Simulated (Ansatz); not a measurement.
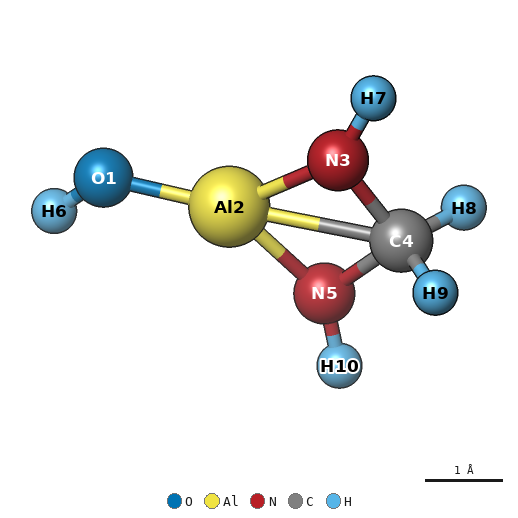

The atoms are numbered. The geometry was computed by an optimisation with PBE0-D4/def2-TZVP. No frequency run is at hand to confirm it as a minimum.

How are the neighbours of atom 1 arranged?

Answer. O1 has 2 neighbours (Al2 at 1.68, H6 at 0.95 Å); the arrangement is bent.

Which bond is the longest?

Answer. Al2–C4, 2.292 Å.

What is the dihedral angle O1–Al2–N5–C4?

Answer. 180° in size, that is anti.
